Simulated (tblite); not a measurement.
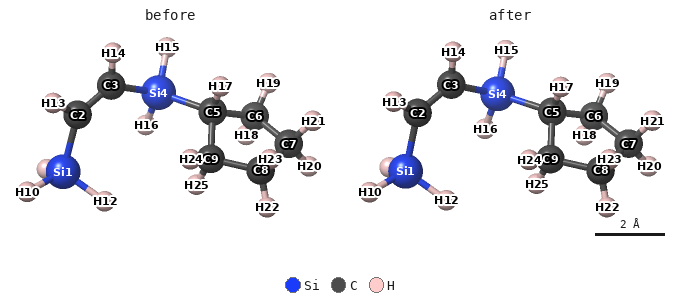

The structure of C7H16Si2 before (left) and after (right) a relaxation, at one scale.

Style: ball-and-stick. Shown at a tilt.

These are results of GFN2-xTB geometry optimisation, gas phase (tblite 0.8.0), not measurements. 

Q: What changed between the two?

A: An H atom moves most after the best rigid fit: 0.12 Å. Largest moves by element: H 0.12 Å, Si 0.08 Å, C 0.08 Å. Some distances before and after: C–Si 1.829 → 1.883 Å, C–Si 1.873 → 1.904 Å, C–Si 1.853 → 1.882 Å, H–Si 1.494 → 1.464 Å. Bond angles that change, for instance: Si–C–C 131.9° → 127.3°, Si–C–H 111.6° → 115.0°, Si–C–H 111.5° → 114.4°. After 41 geometry steps the energy has fallen by 2.97 kcal/mol.
